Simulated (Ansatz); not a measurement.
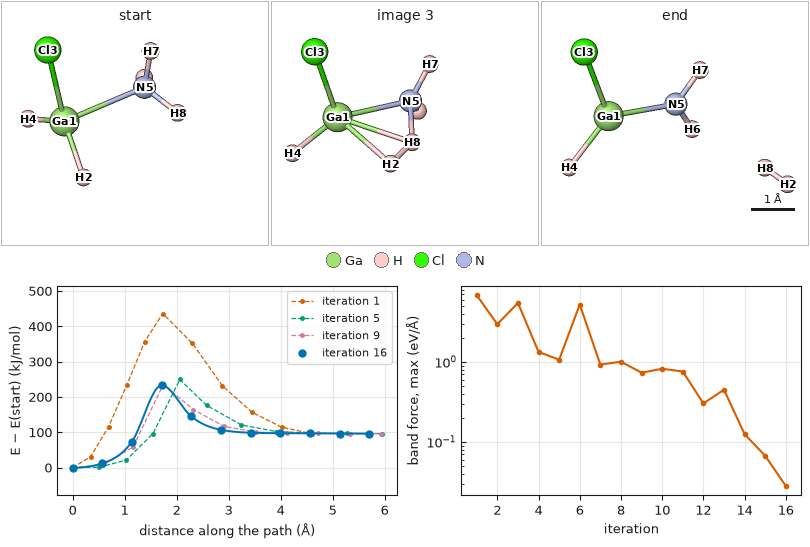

A search for the minimum-energy path of GaNH₅Cl by the nudged elastic band. Images are numbered from 0 (start) to 10 (end). The plot follows the band through its iterations. The picture is a ball-and-stick view, seen at a tilt.

Computed with Ansatz, RHF/def2-SVP. Set-up: 9 movable images; climbing image; force threshold 0.03 eV/Å; iteration limit 60; starting path through a guess of the saddle point.

How did the profile develop, and is the result final?

The result is final at these settings. The band converged in 16 iterations. The largest component of the band force went from 6.8 to 0.028 eV/Å. The climbing image converged on the top of the path. Its vibrational analysis gives one imaginary mode (1825i cm⁻¹), as a transition state must have. The first iteration put the highest image at 436.4 kJ/mol. The energy climbs by 233.0 kJ/mol to image 3 and then falls by 136.6 kJ/mol, so the end point sits at +96.4 kJ/mol.

Limits of the set-up: Hartree-Fock leaves out electron correlation.

Cost: 4.2 min on 1 thread of Arm Neoverse V1 (shared host), peak memory 0.19 GiB.
